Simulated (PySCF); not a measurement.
C3H8NOSi (SMILES C[CH]C(=O)[SiH2]N) (doublet)

```xyz
14

C    -2.5472   -0.2031    0.1554
C    -1.2056   -0.1348    0.8030
C    -0.0576   -0.4100    0.1109
O     0.1625   -1.0884   -0.8951
Si    1.5067    0.6128    0.7223
N     2.7911   -0.2417   -0.0085
H    -2.4838   -0.7705   -0.7704
H    -3.2528   -0.6878    0.8319
H    -2.9403    0.7919   -0.0685
H    -1.1429    0.3389    1.7698
H     1.5766    0.5035    2.1791
H     1.3043    2.0034    0.2963
H     2.5684   -0.8509   -0.7822
H     3.7199    0.1362   -0.0861
```

Geometry: GFN2-xTB.

Computed with UKS B3LYP, pcH-1 on C H N O Si, non-relativistic, mean-field spin-orbit, GIAO in PySCF 2.14.0, density-fitted response routines.

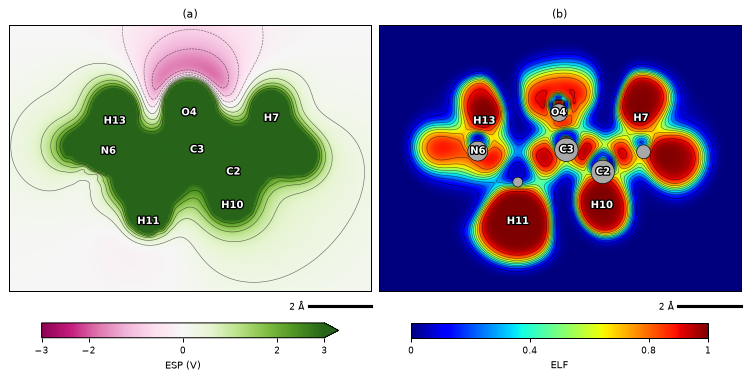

Figure 1. (a) electrostatic potential; (b) ELF on the plane of atoms C3, C2 and H10. Grey discs cover the atomic cores in the ELF map.

Question: Describe what can be read from this map.

Answer:
- Atoms in the plane: C, O, N and H.
- C–O (1.23 Å): the ELF is about 0.30 at the midpoint and 0.10 at its lowest between the atoms.
- C–C (1.37 Å): the ELF peaks at about 0.90 between the atoms (a covalent bond).
- N–H (1.01 Å): the ELF climbs to about 0.95 towards the hydrogen, as it does in any bond to H.
- C–H (1.08 Å): the ELF is about 1 at the midpoint (a covalent bond by its length).
- The ELF also peaks beside O4, away from the bonds: non-bonding electrons, paired or unpaired.
- Outside the dense part of the molecule the potential is most negative (−1.9 V) near O4.

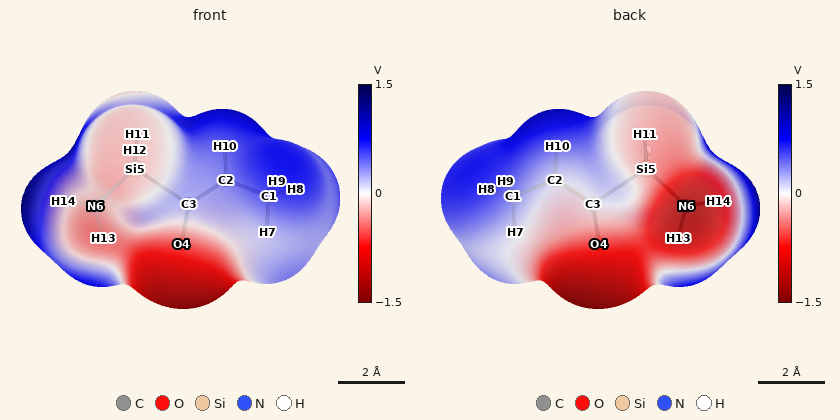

Figure 2. The electrostatic potential painted on the density surface at 0.001 e/bohr³, seen from the front and from behind; red is negative and blue positive.

Question: Where is the surface potential most negative and most positive?

Answer: The most negative region (about −1.5 V) lies over O4, the most positive (about +1.3 V) over H14. O4 is the likeliest acceptor of a hydrogen bond.
